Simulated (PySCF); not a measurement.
# [Nd(PH3)]3+: how settings move a single point

Aim: repeat the single point on relaxed [Nd(PH3)]3+ with altered settings, some of them bad on purpose. The structure is generated, not taken from experiment.

Computed with PySCF 2.14.0. Level: TPSS, Nd lcecp-1-SVP with ECP49, P def2-SVP, H def2-SVP; scalar-relativistic core potentials, no spin–orbit coupling.

3 further runs of the same task are left out: 1 for a known fault of the program, 1 that didn't finish, 1 set aside as unsound or not needed.

### 1 The starting structure

5 atoms, charge 3, spin multiplicity 1.

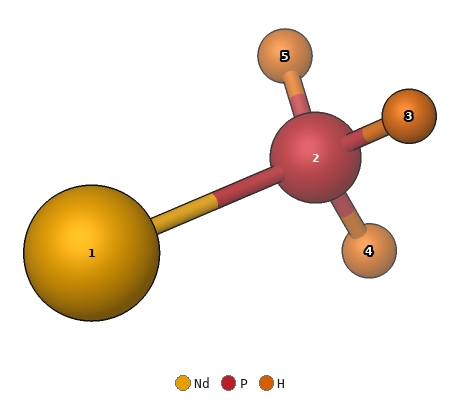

The geometry (neodymium amber, phosphorus red, hydrogen orange); atoms are numbered from 1 in the order of the file.

Coordinates:

| atom | x (Å) | y (Å) | z (Å) |
| --- | --- | --- | --- |
| Nd1 | 0.0000 | 0.0000 | -0.5012 |
| P2 | 0.0000 | 0.0000 | 2.5196 |
| H3 | 1.3258 | 0.0000 | 3.0448 |
| H4 | -0.6629 | 1.1482 | 3.0448 |
| H5 | -0.6629 | -1.1482 | 3.0448 |

Formal oxidation states: Nd +3. Each metal's 3 4f electrons lie in its core potential, so multiplicities, spins and levels count the valence alone. An earlier session relaxed this geometry at TPSS, Nd lcecp-1-SVP with ECP49, P def2-SVP, H def2-SVP (singlet, point group C3v).

The sound run used a (50, 194) grid (finer on f atoms), a threshold of 1e-8 and at most 55 cycles, and ended at -375.697152 Eh.

### 2 Try 1

Contents of run.py (the lines that set the calculation):

```python
mol = gto.M(atom='''
Nd     0.00000     0.00000    -0.50116
P      0.00000     0.00000     2.51959
H      1.32585    -0.00001     3.04483
H     -0.66292     1.14822     3.04483
H     -0.66293    -1.14822     3.04483''',
    basis={'Nd': 'lcecp-1-SVP', 'P': 'def2-SVP', 'H': 'def2-SVP'},
    ecp={'Nd': 'lcecp-1-SVP'},
    charge=3, spin=0)
mf = dft.RKS(mol, xc='TPSS')
mf.grids.atom_grid = (50, 194)  # f atoms: unpruned, at least (60, 302)
mf = mf.density_fit()  # fitting sets: Nd AutoAux, P def2-universal-JKFIT, H def2-universal-JKFIT
mf.conv_tol = 1e-05; mf.max_cycle = 55
mf.kernel(dm0)  # dm0: free metal ions and neutral atoms
```

Command:

```sh
OMP_NUM_THREADS=2 python run.py
```

What it wrote:

```text
init E= -352.423863128169
  HOMO = -1.4326950292398  LUMO = -0.97600908607789  gap/eV = 12.42706
cycle= 1 E= -373.980587907179  delta_E= -21.6  |g|= 2.22  |ddm|= 4.95
  HOMO = -0.815607715263655  LUMO = -0.812144008845304  gap/eV = 0.09425
cycle= 2 E= -362.222009921392  delta_E= 11.8  |g|= 2.59  |ddm|= 7.25
cycle= 3 E= -368.168696469455  delta_E= -5.95  |g|= 3.71  |ddm|= 8.55
  HOMO = -1.03144300434306  LUMO = -0.79153368122224  gap/eV = 6.52827
cycle= 4 E= -375.202543506055  delta_E= -7.03  |g|= 1.04  |ddm|= 5.84
  HOMO = -0.956266775644469  LUMO = -0.656398027860916  gap/eV = 8.15984
cycle= 5 E= -375.510995670012  delta_E= -0.308  |g|= 0.592  |ddm|= 1.08
  HOMO = -0.84021878173283  LUMO = -0.755688228542158  gap/eV = 2.30019
cycle= 6 E= -375.688016703683  delta_E= -0.177  |g|= 0.149  |ddm|= 1.62
  HOMO = -0.836356618915978  LUMO = -0.744285670333773  gap/eV = 2.50538
cycle= 7 E= -375.696816403658  delta_E= -0.0088  |g|= 0.0307  |ddm|= 0.264
  HOMO = -0.841721645096239  LUMO = -0.744126230069764  gap/eV = 2.65571
cycle= 8 E= -375.697103806289  delta_E= -0.000287  |g|= 0.0107  |ddm|= 0.0542
  HOMO = -0.840842280368673  LUMO = -0.744300968185911  gap/eV = 2.62702
cycle= 9 E= -375.697151639598  delta_E= -4.78e-05  |g|= 0.00108  |ddm|= 0.0171
  HOMO = -0.840679347383659  LUMO = -0.744463356196719  gap/eV = 2.61817
cycle= 10 E= -375.6971521568  delta_E= -5.17e-07  |g|= 0.000438  |ddm|= 0.00313
  HOMO = -0.840766224019802  LUMO = -0.744334632065896  gap/eV = 2.62404
Extra cycle  E= -375.697151960131  delta_E= 1.97e-07  |g|= 0.000736  |ddm|= 0.00247
converged SCF energy = -375.697151960131
```

Run time: 2.8 s. Hardware: 2 threads of Arm Neoverse V1, shared host.

Changed: the SCF threshold (1e-05). It converges in 10 cycles, at the sound run's energy within 0.001 eV, with a largest force component of 0.01 eV/Å. The result survives the change.

### 3 Try 2

Changes to run.py (the lines that set the calculation) since step 2:

```diff
@@ -10,5 +10,5 @@
 mf = dft.RKS(mol, xc='TPSS')
-mf.grids.atom_grid = (50, 194)  # f atoms: unpruned, at least (60, 302)
+mf.grids.atom_grid = (30, 86)  # f atoms: unpruned
 mf = mf.density_fit()  # fitting sets: Nd AutoAux, P def2-universal-JKFIT, H def2-universal-JKFIT
-mf.conv_tol = 1e-05; mf.max_cycle = 55
+mf.conv_tol = 1e-08; mf.max_cycle = 55
 mf.kernel(dm0)  # dm0: free metal ions and neutral atoms
```

Command:

```sh
OMP_NUM_THREADS=2 python run.py
```

What it wrote:

```text
init E= -352.419980647462
  HOMO = -1.43190147512217  LUMO = -0.976054080428658  gap/eV = 12.40424
cycle= 1 E= -373.981714289548  delta_E= -21.6  |g|= 2.22  |ddm|= 4.93
  HOMO = -0.815937689005085  LUMO = -0.812560877104633  gap/eV = 0.09189
cycle= 2 E= -362.222164393015  delta_E= 11.8  |g|= 2.59  |ddm|= 7.24
cycle= 3 E= -371.88406219126  delta_E= -9.66  |g|=  3.8  |ddm|= 6.68
  HOMO = -0.996811769032432  LUMO = -0.819585794470345  gap/eV = 4.82256
cycle= 4 E= -375.079381318257  delta_E= -3.2  |g|= 1.18  |ddm|= 3.04
  HOMO = -0.979108512023156  LUMO = -0.674788147332178  gap/eV = 8.28098
cycle= 5 E= -375.478241638721  delta_E= -0.399  |g|= 0.647  |ddm|= 1.27
  HOMO = -0.832595122113254  LUMO = -0.753630840920234  gap/eV = 2.14873
cycle= 6 E= -375.684447860948  delta_E= -0.206  |g|= 0.135  |ddm|= 1.73
  HOMO = -0.839081626187163  LUMO = -0.742984585726095  gap/eV = 2.61493
cycle= 7 E= -375.692732078988  delta_E= -0.00828  |g|= 0.02  |ddm|= 0.278
  HOMO = -0.841728180391605  LUMO = -0.744416140384371  gap/eV = 2.64800
cycle= 8 E= -375.69287181924  delta_E= -0.00014  |g|= 0.00657  |ddm|= 0.0366
  HOMO = -0.840878713793575  LUMO = -0.744282731393173  gap/eV = 2.62851
cycle= 9 E= -375.692887718035  delta_E= -1.59e-05  |g|= 0.00156  |ddm|= 0.00978
  HOMO = -0.840731208299911  LUMO = -0.744542735758795  gap/eV = 2.61742
cycle= 10 E= -375.692888706989  delta_E= -9.89e-07  |g|= 0.00066  |ddm|= 0.00442
  HOMO = -0.840784614648477  LUMO = -0.744440746696547  gap/eV = 2.62165
cycle= 11 E= -375.692888967323  delta_E= -2.6e-07  |g|= 0.000114  |ddm|= 0.00176
  HOMO = -0.840778907516839  LUMO = -0.744456786910764  gap/eV = 2.62106
cycle= 12 E= -375.692888975427  delta_E= -8.1e-09  |g|= 8.72e-06  |ddm|= 0.000279
  HOMO = -0.840780113312903  LUMO = -0.74445500608546  gap/eV = 2.62114
Extra cycle  E= -375.692888975387  delta_E= 3.95e-11  |g|= 1.21e-05  |ddm|= 3.86e-05
converged SCF energy = -375.692888975387
```

It took 2 s on 2 threads of Arm Neoverse V1, shared host.

Changed: the integration grid, to (30, 86). It converges in 12 cycles, +0.116 eV from the sound run, with a largest force component of 0.09 eV/Å. The setting is unsound, so these numbers aren't the compound's.

### 4 Try 3

Changes to run.py (the lines that set the calculation) since step 3:

```diff
@@ -10,5 +10,5 @@
 mf = dft.RKS(mol, xc='TPSS')
-mf.grids.atom_grid = (30, 86)  # f atoms: unpruned
+mf.grids.atom_grid = (50, 194)  # f atoms: unpruned, at least (60, 302)
 mf = mf.density_fit()  # fitting sets: Nd AutoAux, P def2-universal-JKFIT, H def2-universal-JKFIT
 mf.conv_tol = 1e-08; mf.max_cycle = 55
-mf.kernel(dm0)  # dm0: free metal ions and neutral atoms
+mf.kernel(dm0)  # dm0: smeared density
```

Command:

```sh
OMP_NUM_THREADS=2 python run.py
```

What it wrote:

```text
init E= -375.642067553823
  HOMO = -0.860651524969359  LUMO = -0.72322974271257  gap/eV = 3.73944
cycle= 1 E= -375.685273937608  delta_E= -0.0432  |g|= 0.136  |ddm|= 0.318
  HOMO = -0.823837014122471  LUMO = -0.775230187524367  gap/eV = 1.32266
cycle= 2 E= -375.628612107144  delta_E= 0.0567  |g|= 0.349  |ddm|= 1.03
  HOMO = -0.839019040494151  LUMO = -0.745141683266631  gap/eV = 2.55453
cycle= 3 E= -375.69712564735  delta_E= -0.0685  |g|= 0.00861  |ddm|= 0.699
  HOMO = -0.840966647525224  LUMO = -0.745155399547534  gap/eV = 2.60716
cycle= 4 E= -375.697143210421  delta_E= -1.76e-05  |g|= 0.00381  |ddm|= 0.0139
  HOMO = -0.840632447696336  LUMO = -0.744389266091619  gap/eV = 2.61891
cycle= 5 E= -375.697152104352  delta_E= -8.89e-06  |g|= 0.000644  |ddm|= 0.0081
  HOMO = -0.840706973713534  LUMO = -0.744420307610851  gap/eV = 2.62009
cycle= 6 E= -375.697152257337  delta_E= -1.53e-07  |g|= 0.000137  |ddm|= 0.000955
  HOMO = -0.840708050093642  LUMO = -0.744416386746668  gap/eV = 2.62023
cycle= 7 E= -375.697152263523  delta_E= -6.19e-09  |g|= 1.53e-05  |ddm|= 0.000208
  HOMO = -0.840708510693364  LUMO = -0.744417162329123  gap/eV = 2.62022
Extra cycle  E= -375.69715226352  delta_E= 2.22e-12  |g|= 1.38e-05  |ddm|= 4.38e-05
converged SCF energy = -375.69715226352
```

Run time: 2.4 s. Hardware: 2 threads of Arm Neoverse V1, shared host.

Changed: the starting guess (smeared density). It converges in 7 cycles, at the sound run's energy within 0.001 eV, with a largest force component of 0.00 eV/Å. The result survives the change.

### 5 Try 4

Contents of run.py (the lines that set the calculation):

```python
mol = gto.M(atom='''
Nd     0.00000     0.00000    -0.47109
P      0.00000     0.00000     2.36841
H      1.24630     0.00000     2.86214
H     -0.62315     1.07933     2.86214
H     -0.62315    -1.07933     2.86214''',
    basis={'Nd': 'lcecp-1-SVP', 'P': 'def2-SVP', 'H': 'def2-SVP'},
    ecp={'Nd': 'lcecp-1-SVP'},
    charge=3, spin=0)
mf = dft.RKS(mol, xc='TPSS')
mf.grids.atom_grid = (50, 194)  # f atoms: unpruned, at least (60, 302)
mf = mf.density_fit()  # fitting sets: Nd AutoAux, P def2-universal-JKFIT, H def2-universal-JKFIT
mf.conv_tol = 1e-08; mf.max_cycle = 55
mf.kernel(dm0)  # dm0: free metal ions and neutral atoms
```

Command:

```sh
OMP_NUM_THREADS=2 python run.py
```

What it wrote:

```text
init E= -352.459296603516
  HOMO = -1.44894529537875  LUMO = -1.0019350157243  gap/eV = 12.16377
cycle= 1 E= -374.116029813053  delta_E= -21.7  |g|=  2.2  |ddm|= 5.19
cycle= 2 E= -362.11929041466  delta_E=   12  |g|= 2.74  |ddm|=  7.4
  HOMO = -0.957396434522161  LUMO = -0.839353055728593  gap/eV = 3.21212
cycle= 3 E= -374.802507207022  delta_E= -12.7  |g|= 1.48  |ddm|= 5.79
  HOMO = -1.0132503904292  LUMO = -0.706039540335895  gap/eV = 8.35963
cycle= 4 E= -375.457186040316  delta_E= -0.655  |g|= 0.675  |ddm|= 1.67
  HOMO = -0.856435471569316  LUMO = -0.754121914898351  gap/eV = 2.78409
cycle= 5 E= -375.680903898887  delta_E= -0.224  |g|= 0.0808  |ddm|= 1.74
  HOMO = -0.868008994771571  LUMO = -0.743168201520184  gap/eV = 3.39709
cycle= 6 E= -375.683245272509  delta_E= -0.00234  |g|= 0.036  |ddm|= 0.222
  HOMO = -0.866911604529317  LUMO = -0.748520300551744  gap/eV = 3.22159
cycle= 7 E= -375.68391161393  delta_E= -0.000666  |g|= 0.00301  |ddm|= 0.0808
  HOMO = -0.866243544502144  LUMO = -0.748180469905754  gap/eV = 3.21266
cycle= 8 E= -375.683914168579  delta_E= -2.55e-06  |g|= 0.00131  |ddm|= 0.00539
  HOMO = -0.866296393480738  LUMO = -0.748307423245475  gap/eV = 3.21064
cycle= 9 E= -375.683914814971  delta_E= -6.46e-07  |g|= 0.000253  |ddm|= 0.00213
  HOMO = -0.866328267484604  LUMO = -0.748272886421623  gap/eV = 3.21245
cycle= 10 E= -375.683914850445  delta_E= -3.55e-08  |g|= 4.55e-05  |ddm|= 0.000625
  HOMO = -0.866324108573675  LUMO = -0.748277946280845  gap/eV = 3.21220
cycle= 11 E= -375.683914851544  delta_E= -1.1e-09  |g|= 6.01e-06  |ddm|= 0.000107
  HOMO = -0.866325112836506  LUMO = -0.748276040960816  gap/eV = 3.21228
Extra cycle  E= -375.683914851518  delta_E= 2.56e-11  |g|= 9.15e-06  |ddm|= 3.23e-05
converged SCF energy = -375.683914851518
```

It took 3 s on 2 threads of Arm Neoverse V1, shared host.

Changed: the scale of all coordinates (0.94). It converges in 11 cycles, +0.360 eV from the sound run, with a largest force component of 2.10 eV/Å. The setting is unsound, so these numbers aren't the compound's.

### 6 Try 5

Contents of run.py (the lines that set the calculation):

```python
mol = gto.M(atom='''
Nd     0.00000     0.00000    -0.50116
P      0.00000     0.00000     2.51959
H      1.32585    -0.00001     3.04483
H     -0.66292     1.14822     3.04483
H     -0.66293    -1.14822     3.04483''',
    basis={'Nd': 'lcecp-1-SVP', 'P': 'def2-SVP', 'H': 'def2-SVP'},
    ecp={'Nd': 'lcecp-1-SVP'},
    charge=3, spin=0)
mf = dft.RKS(mol, xc='TPSS')
mf.grids.atom_grid = (10, 14)  # f atoms: unpruned
mf = mf.density_fit()  # fitting sets: Nd AutoAux, P def2-universal-JKFIT, H def2-universal-JKFIT
mf.conv_tol = 1e-08; mf.max_cycle = 55
mf.kernel(dm0)  # dm0: free metal ions and neutral atoms
```

Command:

```sh
OMP_NUM_THREADS=2 python run.py
```

What it wrote:

```text
init E= -352.365696459035
  HOMO = -1.42524800120671  LUMO = -0.979571042425532  gap/eV = 12.12749
cycle= 1 E= -373.909615386442  delta_E= -21.5  |g|= 2.22  |ddm|= 5.07
cycle= 2 E= -361.819182295653  delta_E= 12.1  |g|= 2.85  |ddm|= 7.31
  HOMO = -0.927341495465222  LUMO = -0.833998888722711  gap/eV = 2.53998
cycle= 3 E= -374.846828232367  delta_E=  -13  |g|= 1.39  |ddm|= 5.72
  HOMO = -0.982945391530169  LUMO = -0.670383774201449  gap/eV = 8.50523
cycle= 4 E= -375.450734509368  delta_E= -0.604  |g|= 0.632  |ddm|= 1.64
  HOMO = -0.864391852666602  LUMO = -0.764439047157602  gap/eV = 2.71985
cycle= 5 E= -375.656477722614  delta_E= -0.206  |g|= 0.141  |ddm|= 1.63
  HOMO = -0.865172510036221  LUMO = -0.751338263948376  gap/eV = 3.09759
cycle= 6 E= -375.664702888777  delta_E= -0.00823  |g|= 0.0412  |ddm|= 0.309
  HOMO = -0.868931842200766  LUMO = -0.759368167449625  gap/eV = 2.98138
cycle= 7 E= -375.665463687022  delta_E= -0.000761  |g|= 0.0115  |ddm|= 0.0774
  HOMO = -0.867849582630846  LUMO = -0.759662806674972  gap/eV = 2.94391
cycle= 8 E= -375.665517401434  delta_E= -5.37e-05  |g|= 0.0038  |ddm|= 0.0192
  HOMO = -0.867984307853504  LUMO = -0.760755492554883  gap/eV = 2.91784
cycle= 9 E= -375.665521877287  delta_E= -4.48e-06  |g|= 0.0025  |ddm|= 0.0107
  HOMO = -0.86817375340194  LUMO = -0.76060398049469  gap/eV = 2.92712
cycle= 10 E= -375.66552502835  delta_E= -3.15e-06  |g|= 0.000688  |ddm|= 0.00369
  HOMO = -0.86820856190316  LUMO = -0.760548759308656  gap/eV = 2.92957
cycle= 11 E= -375.665525262223  delta_E= -2.34e-07  |g|= 0.000144  |ddm|= 0.00118
  HOMO = -0.868211637354396  LUMO = -0.760538082482782  gap/eV = 2.92995
cycle= 12 E= -375.665525272524  delta_E= -1.03e-08  |g|= 2.58e-05  |ddm|= 0.000239
  HOMO = -0.868212046718526  LUMO = -0.760536958450067  gap/eV = 2.92999
cycle= 13 E= -375.665525272829  delta_E= -3.04e-10  |g|= 2.31e-06  |ddm|= 4.1e-05
  HOMO = -0.86821206159475  LUMO = -0.760537198449321  gap/eV = 2.92998
Extra cycle  E= -375.665525272829  delta_E= -2.27e-13  |g|= 1.79e-06  |ddm|= 5.53e-06
converged SCF energy = -375.665525272829
```

Wall time 1.6 s (2 threads of Arm Neoverse V1, shared host).

Changed: the integration grid, to (10, 14). It converges in 13 cycles, +0.861 eV from the sound run, with a largest force component of 5.19 eV/Å. The setting is unsound, so these numbers aren't the compound's.

### 7 Results

| run | changed | ending | energy change (eV) | cycles | time | usable |
| --- | --- | --- | --- | --- | --- | --- |
| 1 | the SCF threshold | converged | 0.000 | 10 | 2.8 s | yes |
| 2 | the integration grid | converged | +0.116 | 12 | 2 s | no |
| 3 | the starting guess | converged | 0.000 | 7 | 2.4 s | yes |
| 4 | the scale of all coordinates | converged | +0.360 | 11 | 3 s | no |
| 5 | the integration grid | converged | +0.861 | 13 | 1.6 s | no |

2 of 5 altered runs give a usable result. 3 ended normally with numbers unfit to quote.
